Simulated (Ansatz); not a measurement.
These are PBE (plane waves to 420 eV, PAW; Ansatz, a quantum-chemistry and plane-wave program) values and carry that method's errors.

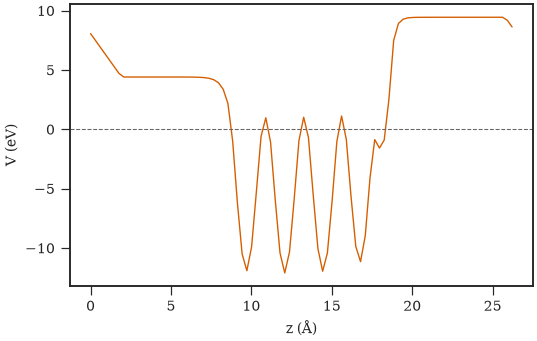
*Plane-averaged electrostatic potential energy along the normal, in eV from the Fermi level, for F on the 1x1 (111) surface of fcc Ag, one in a 1x1 cell, started at the site 'hollow Ag-Ag-Ag over Ag at depth 4.7 Å'*

Set-up: 5 atoms, 7.1 Å thick at the start under the adsorbate (thin: gaps and levels are the slab's own); mesh 12x12x1; 0.1 eV smearing; dipole correction on; 2 atoms held, the rest relaxed; held to the start's symmetry, so lower structures may exist; no spin, no spin-orbit, no U, no dispersion correction. At the end it is bonded to 3 Ag. In PBE it is, or lies within 0.03 eV of, the lowest of the starts that converged.

The surface cell has an area of 7.45 Å². What dipole along the normal does the step between the two vacuum levels imply?

the top vacuum level lies 5.04 eV above the bottom one; p = −ε₀ A ΔV (ε₀ = 0.005526 e/(V·Å)) gives -0.21 e·Å a cell.
